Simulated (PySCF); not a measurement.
## Electronic structure of C$_{5}$H$_{5}$S (SMILES CC#C[CH]C=S) (doublet) in real space

```yaml
atoms:
  - { symbol: C, position_ang: [-2.4704, 0.1879, -0.3745] }
  - { symbol: C, position_ang: [-1.0473, 0.1764, -0.1557] }
  - { symbol: C, position_ang: [0.1484, 0.1770, 0.0285] }
  - { symbol: C, position_ang: [1.5235, 0.1752, 0.2390] }
  - { symbol: C, position_ang: [2.3902, -0.4847, -0.5766] }
  - { symbol: S, position_ang: [4.0633, -0.5088, -0.3409] }
  - { symbol: H, position_ang: [-2.7414, 1.0612, -0.9695] }
  - { symbol: H, position_ang: [-2.7768, -0.7104, -0.9104] }
  - { symbol: H, position_ang: [-2.9979, 0.2366, 0.5782] }
  - { symbol: H, position_ang: [1.8984, 0.7262, 1.0916] }
  - { symbol: H, position_ang: [2.0155, -1.0341, -1.4316] }
```

Geometry: GFN2-xTB.

Theory: UKS B3LYP, pcH-1 on C H S, non-relativistic, mean-field spin-orbit, GIAO (PySCF 2.14.0, density-fitted response routines).

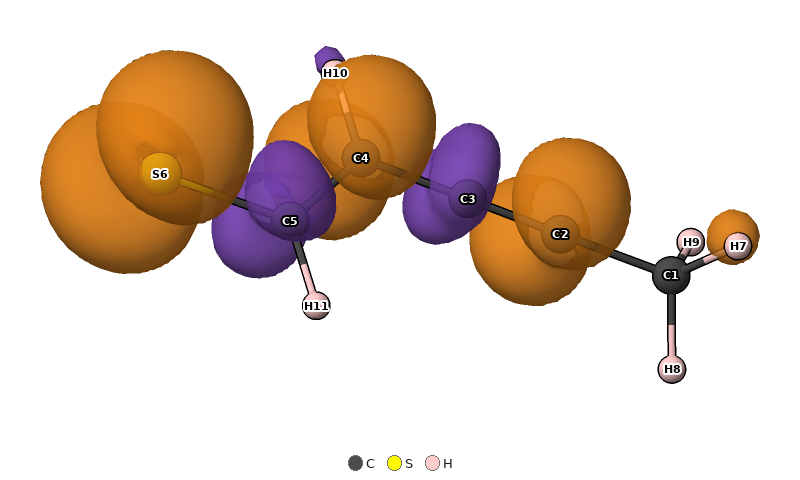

Figure 1. Isosurfaces of the spin density (α minus β) at +0.02 (orange) and −0.02 e/Å³ (purple), seen at a tilt.

Describe the spin distribution.

The unpaired spin (1 electron) lies mostly on S6 (about 0.6), C4 (about 0.2) and C2 (about 0.2), in electrons by Hirshfeld's partition, with opposite, polarisation-induced spin on C5.

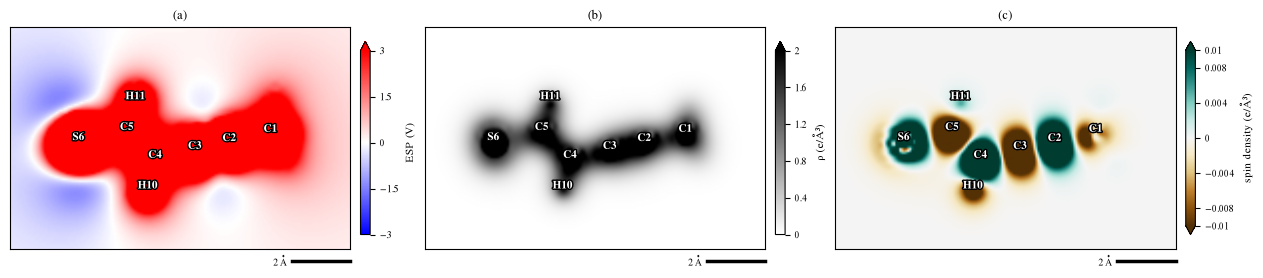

Figure 2. (a) electrostatic potential; (b) total electron density; (c) spin density (α minus β) on the plane of atoms C5, C4 and H10.

What do the fields say about this system?

- Atoms in the plane: C, S and H.
- C–C (1.21 Å): ρ at the midpoint is about 2.2 e/Å³.
- C–S (1.69 Å): ρ at the midpoint is about 1.3 e/Å³.
- C–H (1.08 Å): ρ at the midpoint is about 2.4 e/Å³.
- C–C (1.36 Å): ρ at the midpoint is about 2 e/Å³.
- Outside the dense part of the molecule the potential is most negative (−1.4 V) near S6.

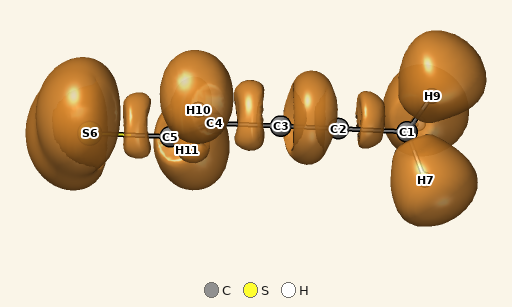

Figure 3. Isosurface of the ELF at 0.75 (orange), seen from one side. Only the valence region is drawn (cores and ρ < 0.01 e/Å³ removed).

Describe the localisation domains.

The surface consists of four regions between bonded C–C atoms (shared pairs), one region between bonded C–S atoms (shared pairs), five regions around hydrogen nuclei and one ring or bowl of non-bonding electrons around S. Profiles from the grid: C–C (1.21 Å): the ELF peaks at about 0.90 between the atoms (a short, multiple covalent bond). C–S (1.69 Å): the ELF peaks at about 0.90 between the atoms; localised, covalent bonding.
